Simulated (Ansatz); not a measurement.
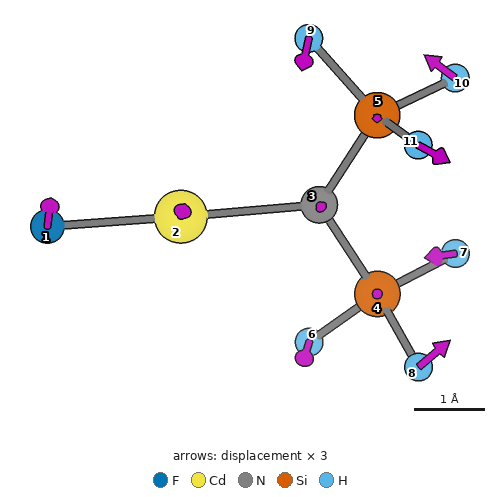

This is a relaxation of CdSi2NH6F. The starting structure is drawn; purple arrows show the displacements, 3 times their true length. The two geometries are superimposed by the best rigid fit.

Style: ball-and-stick. Shown at a tilt.

The start comes from PBE-D4/def2-SVP.

Method: RKS PBE0-D4/def2-TZVP (Ansatz). Set-up: force threshold 0.005 eV/Å; at most 150 steps.

Q: What happened in the run?

A: Over 14 geometry steps the energy falls by 5.34 kJ/mol. Largest force component: 0.54 eV/Å at the start, 0.0039 eV/Å at the end. The forces were under the threshold at step 5, but the run went on from there. The largest move after the best rigid fit is that of F1, 0.26 Å. By element the largest moves are F 0.26 Å, H 0.25 Å, Cd 0.12 Å, N 0.06 Å, Si 0.04 Å. Near-neighbour distances that change, for instance: N3–Si4 1.757 → 1.723 Å, Si4–H6 1.509 → 1.492 Å, Cd2–N3 2.017 → 2.002 Å, F1–Cd2 1.937 → 1.929 Å.
